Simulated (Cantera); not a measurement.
Charge: 1 mol Ta₂O₅, 440 mol H₂, 0.54 mol H₂O, equilibrated at 1.00 bar.

Cantera equilibrium calculation (NASA polynomials, part measured and part estimated; ideal gas, pure solids and liquids). Candidate condensed phases: H₂O, Ta, Ta₂O₅; 12 gas species. Mutual solubility and eutectic melting of coexisting phases are not modelled. Condensed phases not in the tables: N, O or C dissolved in the metal. Equilibrium is a limit: real reactors are often held back by kinetics, nucleation or transport.

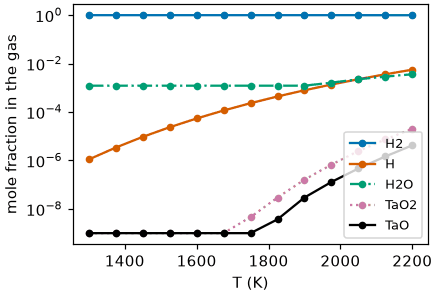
Figure. Equilibrium gas composition (values under 1e-9 drawn at 1e-9)

From 1300 K to 1900 K the condensed part is Ta₂O₅(s). From 1975 K to 2050 K the condensed part is Ta(s) + Ta₂O₅(s). From 2125 K to 2200 K the condensed part is Ta(s) + Ta₂O₅(l).
